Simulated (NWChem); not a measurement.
# triplet [NO2]+ at 5 levels

We compute a comparison of 5 runs (UPBE/def2-TZVPPD, U-r2SCAN/def2-TZVPPD, UB3LYP/def2-TZVPPD, UPBE0/def2-TZVPPD, USVWN5/def2-TZVPPD) of triplet [NO2]+. 

The calculation is run with NWChem 7.3.0.

2 further runs of the same task are left out: 2 set aside as unsound or not needed. Runs told in other sessions of the task aren't counted.

## (1) The system as given

[NO2]+: 3 atoms, total charge +1, spin state triplet. SMILES of the parent species: `O=[N+]=O`. The shape is that of a PBE0-D4/def2-TZVP optimisation. That shape belongs to the parent species and isn't relaxed for this state.

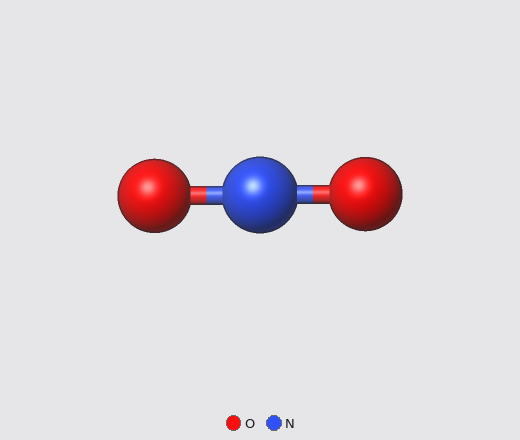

The structure, seen from a chosen angle (oxygen red, nitrogen blue).

## (2) A single-point energy at UPBE/def2-TZVPPD (run 1)

no2.nw

```
start no2
memory stack 880 mb heap 220 mb global 1100 mb
charge 1
geometry units angstrom noautosym nocenter noautoz
O       -0.572980       0.927020      -0.209580
N       -0.000010      -0.000010       0.000000
O        0.572990      -0.927010       0.209580
end
basis spherical bse
O library def2-TZVPPD
N library def2-TZVPPD
end
dft
xc xpbe96 cpbe96
mult 3
grid fine
convergence energy 1e-08
iterations 100
mulliken
print low
end
task dft energy
```

Launch:

```sh
nwchem no2.nw > no2.out
```

Log:

```text
[...]
 d= 0,ls=0.0,diis     1   -204.3429173433 -2.73D+02  5.07D-03  2.39D-01     4.8
[...]
 d= 0,ls=0.0,diis    10   -204.3939215008 -5.56D-10  2.49D-07  3.82D-09    32.3
[...]
         Total DFT energy =     -204.393921500782
      One electron energy =     -406.992714240193
           Coulomb energy =      157.473719332974
    Exchange-Corr. energy =      -23.539093738256
 Nuclear repulsion energy =       68.664167144692
[...]
      Total Density - Mulliken Population Analysis
     ---------------------------------------------
    Atom       Charge   Shell Charges
 -----------   ------   -------------------------------------------------------
    1 O    8     7.98   0.79  1.17  0.65  1.03  0.37  0.02  1.82  1.60  0.44  0.01  0.01  0.05  0.01  0.00
    2 N    7     6.03   0.82  1.15  0.61  0.33 -0.04 -0.05  1.69  1.37  0.11  0.03  0.08 -0.06  0.02
    3 O    8     7.98   0.79  1.17  0.65  1.03  0.37  0.02  1.82  1.60  0.44  0.01  0.01  0.05  0.01  0.00
[...]
      <S2> =      2.0031 (Exact =     2.0000)
[...]
```

It took 33 s on 1 thread of Intel Xeon Platinum 8259CL at 2.50GHz (Skylake/Cascade Lake), shared host; peak memory 0.12 GiB.

## (3) The energy at U-r2SCAN/def2-TZVPPD (run 2)

no2.nw

```
start no2
title "nitryl ion"
memory stack 880 mb heap 220 mb global 1100 mb
charge 1
geometry units au noautosym nocenter noautoz
O   -1.08277527   1.75181391  -0.39604880
N   -0.00001890  -0.00001890   0.00000000
O    1.08279417  -1.75179501   0.39604880
end
basis spherical bse
* library def2-TZVPPD
end
dft
xc r2scan
mult 3
grid fine
convergence energy 1e-08
maxiter 100
mulliken
end
task dft energy
```

Launch:

```sh
nwchem no2.nw > no2.out
```

Log:

```text
[...]
          Wavefunction type:  spin polarized.
          No. of atoms     :     3
          No. of electrons :    22
[...]
          Charge           :     1
          Spin multiplicity:     3
[...]
          AO basis - number of functions:   117
[...]
              XC Information
              --------------
                      r^2SCAN Method XC Functional
               r^2SCAN metaGGA Exchange Functional  1.000
                     r^2SCAN Correlation Potential  1.000
[...]
 d= 0,ls=0.0,diis     1   -204.4472797330 -2.73D+02  4.51D-03  2.00D-01     4.0
[...]
 d= 0,ls=0.0,diis    11   -204.4962747580 -4.70D-09  4.25D-07  2.98D-09    38.1
[...]
         Total DFT energy =     -204.496274758036
      One electron energy =     -406.997444666052
           Coulomb energy =      157.493548045246
    Exchange-Corr. energy =      -23.656540499058
 Nuclear repulsion energy =       68.664162361828
[...]
      Total Density - Mulliken Population Analysis
     ---------------------------------------------
    Atom       Charge   Shell Charges
 -----------   ------   -------------------------------------------------------
    1 O    8     8.14   0.80  1.17  0.64  1.05  0.46  0.04  1.80  1.67  0.42  0.01  0.01  0.06  0.01  0.00
    2 N    7     5.72   0.82  1.15  0.62  0.24 -0.11 -0.10  1.66  1.39  0.03  0.03  0.06 -0.09  0.02
    3 O    8     8.14   0.80  1.17  0.64  1.05  0.46  0.04  1.80  1.67  0.42  0.01  0.01  0.06  0.01  0.00
[...]
      <S2> =      2.0069 (Exact =     2.0000)
[...]
```

Run time: 39 s. Hardware: 1 thread of Intel Xeon Platinum 8259CL at 2.50GHz (Skylake/Cascade Lake), shared host; peak memory 0.12 GiB.

Runs 3 to 4 aren't shown in full; the table further down has their settings and results.

## (4) The energy at USVWN5/def2-TZVPPD (run 5)

a.nw

```
start a
memory 2200 mb
charge 1

geometry units bohr noautosym nocenter noautoz
  O     -1.08277527     1.75181391    -0.39604880
  N     -0.00001890    -0.00001890     0.00000000
  O      1.08279417    -1.75179501     0.39604880
end

basis spherical bse
  * library def2-TZVPPD
end

dft
  xc slater vwn_5
  mult 3
  grid fine
  convergence energy 1e-08
  maxiter 100
  mulliken
end

task dft energy
```

Launch:

```sh
nwchem a.nw > a.out
```

Log:

```text
[...]
          Wavefunction type:  spin polarized.
          No. of atoms     :     3
          No. of electrons :    22
[...]
          Charge           :     1
          Spin multiplicity:     3
[...]
          AO basis - number of functions:   117
[...]
              XC Information
              --------------
                        Slater Exchange Functional  1.000 local
                      VWN V Correlation Functional  1.000 local
[...]
 d= 0,ls=0.0,diis     1   -203.0390581028 -2.72D+02  6.33D-03  6.49D-01     3.1
[...]
 d= 0,ls=0.0,diis    11   -203.1038214658 -2.25D-09  4.32D-07  1.16D-09    26.9
[...]
         Total DFT energy =     -203.103821465766
      One electron energy =     -406.821250908705
           Coulomb energy =      157.224664734803
    Exchange-Corr. energy =      -22.171397653693
 Nuclear repulsion energy =       68.664162361828
[...]
      Total Density - Mulliken Population Analysis
     ---------------------------------------------
    Atom       Charge   Shell Charges
 -----------   ------   -------------------------------------------------------
    1 O    8     8.04   0.78  1.18  0.65  0.99  0.48  0.03  1.84  1.54  0.48  0.01  0.01  0.05  0.01  0.00
    2 N    7     5.91   0.80  1.16  0.59  0.37 -0.07 -0.07  1.70  1.39  0.02  0.03  0.09 -0.14  0.02
    3 O    8     8.04   0.78  1.18  0.65  0.99  0.48  0.03  1.84  1.54  0.48  0.01  0.01  0.05  0.01  0.00
[...]
      <S2> =      2.0020 (Exact =     2.0000)
[...]
```

Run time: 28 s. Hardware: 1 thread of Intel Xeon Platinum 8259CL at 2.50GHz (Skylake/Cascade Lake), shared host; peak memory 0.12 GiB.

## (5) All runs side by side

```csv
run,level,energy (Eh),⟨S²⟩,wall time
1,UPBE/def2-TZVPPD,-204.393922,2.003,33 s
2,U-r2SCAN/def2-TZVPPD,-204.496275,2.007,39 s
3,UB3LYP/def2-TZVPPD,-204.582382,2.005,43 s
4,UPBE0/def2-TZVPPD,-204.376416,2.006,43 s
5,USVWN5/def2-TZVPPD,-203.103821,2.002,28 s
```

## (6) Summary of results

```
                                 quantity          value
                      run 5: total energy  -203.10382 Eh
run 5: HOMO energy (highest over α and β)      -12.71 eV
                              run 5: ⟨S²⟩          2.002
```

**Reading.** Totals of different functionals can't be ranked against each other. All runs together took 3.1 min, the longest 43 s.
